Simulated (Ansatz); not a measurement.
In doubt: masses and optical values from hybrid runs of this build are listed as unsure (in some of the runs), which bears on the screening that GW takes from such a start.

Two G0W0 runs on SiO2 (Cristobalite).

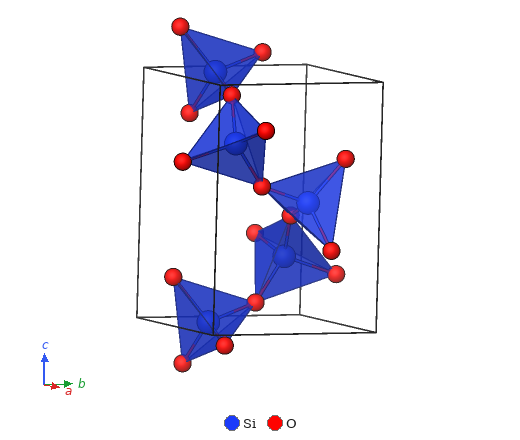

The structure (silicon blue, oxygen red). Some periodic images of atoms are drawn too.

The database entry behind the starting cell lists a temperature of 340 K, so it need not match the best structure at ambient conditions.

Symmetry: P4_12_12, No. 92, tetragonal system. The conventional cell has a = 4.982 Å, b = 4.982 Å, c = 6.963 Å, α = 90.00°, β = 90.00°, γ = 90.00°. Si has 4 O at 1.60 to 1.61 Å nearest. Nearest to O lie 2 Si at 1.60 to 1.61 Å. Farther neighbours and most contacts between anions are not listed.

```
Si O
1.0
     4.98200    0.00000    0.00000
     0.00000    4.98200    0.00000
     0.00000    0.00000    6.96300
Si O
4 8
Direct
  0.29897 0.29897 0.00000
  0.20103 0.79897 0.25000
  0.70103 0.70103 0.50000
  0.79897 0.20103 0.75000
  0.23989 0.10347 0.17813
  0.39653 0.73989 0.42813
  0.76011 0.89653 0.67813
  0.60347 0.26011 0.92813
  0.73989 0.39653 0.57187
  0.89653 0.76011 0.32187
  0.26011 0.60347 0.07187
  0.10347 0.23989 0.82187
```

The cell and positions come from the Crystallography Open Database and are kept as given unless a step says otherwise.

The first (Ansatz 0.2.0; start PBE, 2×2×2 mesh, 720 empty bands, screening to 150 eV, PAW set soft_1 files; 1 × NVIDIA H100 80GB HBM3 (shared by 6 runs) with 2 threads of AMD EPYC 7R13 (Zen 3), shared host) gave, on its mesh: starting gap 5.76 eV, G0W0 gap 8.76 eV, RPA ε∞ (mean) 2.17, 14 s.

Question: The second changes start from PBE to Hartree-Fock. What does it give?

It gave: starting gap 15.80 eV, G0W0 gap 11.52 eV, RPA ε∞ (mean) 1.55, 68 s. The G0W0 gap moves by +2.76 eV, +10.03 eV from the start and −7.28 eV from the correction. Σc changes by −1.70 eV at the valence top and +1.18 eV at the conduction bottom, and Σx − Vxc between them by −10.16 eV.

Limits: not at the basis limit; coarse k mesh.

[Paths, hosts, dates, memory and timing lines, banners, echoed tables and standing remarks are left out of the program output.]

[Logs are printed without paths, hosts, clocks, repeated set-up lines and the standing remarks that a program may print on its own settings, such as how far it seeks lower states.]

[Runs of the session that timed out or met a known fault of the program may be left out.]

[Cells called generated may have been cut or substituted from an entry of the Crystallography Open Database or the Materials Project.]

[Hosts, paths, dates, database ids (printed as entryN), source tags and the programs' standing remarks are cut or masked in the printed files.]
